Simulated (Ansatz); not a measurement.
# C3H8Si (SMILES CC(C)[SiH]): r2SCAN0/6-31G(d) (spherical functions)

What is the electronic atomisation energy of C3H8Si at r2SCAN0/6-31G* (spherical functions)? 

The results are computed with Ansatz 0.2.0.

62 further runs of the same task are left out: 62 set aside as unsound or not needed.

## 1. The molecule

C3H8Si has 12 atoms, charge 0, and is taken as a singlet. As SMILES, `CC(C)[SiH]`. Geometry: relaxed at PBE0-D4/def2-TZVP. This is one conformer, not always the lowest.

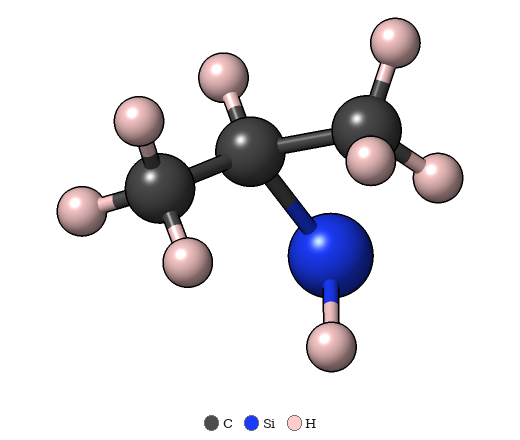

Viewed from a chosen angle; carbon dark grey, silicon blue, hydrogen pink.

## 2. The energy at r2SCAN0/6-31G(d) (spherical functions)

in.yaml

```yaml
crystal:
  periodic: [false, false, false]
  atoms:
    - {symbol: C, position_ang: [-0.253100, 0.907000, -1.062800]}
    - {symbol: C, position_ang: [0.097600, -0.436300, -0.460200]}
    - {symbol: C, position_ang: [0.789900, -0.357500, 0.904100]}
    - {symbol: Si, position_ang: [-1.169000, -1.505700, 0.467600]}
    - {symbol: H, position_ang: [-0.840100, 0.787500, -1.976500]}
    - {symbol: H, position_ang: [-0.850600, 1.498900, -0.364400]}
    - {symbol: H, position_ang: [0.640200, 1.486400, -1.322400]}
    - {symbol: H, position_ang: [0.694200, -1.034400, -1.150400]}
    - {symbol: H, position_ang: [0.750400, 0.645900, 1.325000]}
    - {symbol: H, position_ang: [0.284700, -1.010900, 1.698600]}
    - {symbol: H, position_ang: [1.807500, -0.747500, 0.908500]}
    - {symbol: H, position_ang: [-1.874800, -0.288600, 1.067000]}
basis:
  gaussian:
    orbitals: 6-31G_st_-spherical.json
hamiltonian:
  xc: {name: r2SCAN0}
accuracy: high
output: {orbitals: {seedname: orbitals}}
```

The basis set 6-31G* is read from a file made from the Basis Set Exchange's data (not shown).

Started as:

```sh
$ ansatz run in.yaml --threads 1 --pin off --max-ram 3480MiB --events-out events.jsonl --progress --plain --runs-dir runs
```

Standard output:

```text
Warning: RAYON_NUM_THREADS=1 ignored (pool sized by the plan → 1); use --threads N
Functional definition: r2SCAN0
  name "r2SCAN0"
  parameter a = 0.25
  parameter k0 = 0.174
  parameter k1 = 0.065
  parameter a1 = 4.9479
  exchange = (1 - a)*r2scan_x(k0 = k0, k1 = k1, a1 = a1) + a*exact_x
  correlation = r2scan_c
1918 factors; integrals over basis functions are off by at most 3.9e-9 eV
mean field evaluation 1: about -11108.2550 eV, gradient 4.5e1 eV
mean field evaluation 2: about -11105.3033 eV, gradient 5.4e1 eV
mean field evaluation 4: about -11113.2078 eV, gradient 1.8e0 eV
mean field evaluation 8: about -11113.4995 eV, gradient 1.1e-1 eV
mean field evaluation 16: about -11113.4996 eV, gradient 2.9e-5 eV
mean field -11113.49959710 eV, -408.4135771930 hartree, gradient 2.7e-8 eV, S^2 0.000000; 0 other end points of the search recorded, 0 dependent functions left out
reference -11113.49959762 eV, -408.4135772121 hartree; 20, 20 occupied and 56, 56 virtual orbitals, 1918 factors
Total energy: -11113.49959762 eV, -408.4135772121 hartree
```

Wall time 6.9 s (1 thread of Intel Xeon 6975P-C (Granite Rapids), shared host); peak memory 0.34 GiB.

## 3. The C atom, same level

run.yaml

```yaml
crystal:
  periodic: [false, false, false]
  atoms:
    - symbol: C
      position_ang: [0.000000, 0.000000, 0.000000]
basis:
  gaussian:
    orbitals: 6-31G_st_-spherical.json
magnetization:
  spin_polarized: true
  initial_magnetization: 2
hamiltonian:
  xc: {name: r2SCAN0}
accuracy: high
```

The basis set 6-31G* is read from a file made from the Basis Set Exchange's data (not shown).

Run the same way, it converges to -37.82117 Eh (log not shown).

## 4. The H atom

run.yaml

```yaml
crystal:
  periodic: [false, false, false]
  atoms:
    - {symbol: H, position_ang: [0.000000, 0.000000, 0.000000]}
basis:
  gaussian: {orbitals: "6-31G*"}
magnetization: {spin_polarized: true, initial_magnetization: 1}
hamiltonian: {xc: {name: r2SCAN0}}
accuracy: high
```

Run the same way, it converges to -0.49823 Eh (log not shown).

## 5. The Si atom at the same level

molecule.yaml

```yaml
crystal:
  periodic: [false, false, false]
  atoms:
    - {symbol: Si, position_ang: [0.000000, 0.000000, 0.000000]}
basis:
  gaussian: {orbitals: 6-31G_st_-spherical.json}
magnetization: {spin_polarized: true, initial_magnetization: 2}
hamiltonian: {xc: {name: r2SCAN0}}
accuracy: high
```

The basis set 6-31G* is read from a file made from the Basis Set Exchange's data (not shown).

Run the same way, it converges to -289.31941 Eh (log not shown).

## 6. What came out

At r2SCAN0/6-31G* (spherical functions):

| quantity | value |
| --- | --- |
| molecule: total energy | -408.41358 Eh |
| molecule: HOMO energy | -6.14 eV |
| molecule: LUMO energy | -1.16 eV |
| molecule: HOMO–LUMO gap | 4.98 eV |
| C atom: total energy | -37.82117 Eh |
| C atom: ⟨S²⟩ | 2.004 |
| H atom: total energy | -0.49823 Eh |
| H atom: ⟨S²⟩ | 0.750 |
| Si atom: total energy | -289.31941 Eh |
| Si atom: ⟨S²⟩ | 2.004 |
| electronic atomisation energy | 44.759 eV |

In words: Taking the molecule apart into free atoms costs 44.76 eV (1032 kcal/mol), before zero-point energy and without spin-orbit coupling.
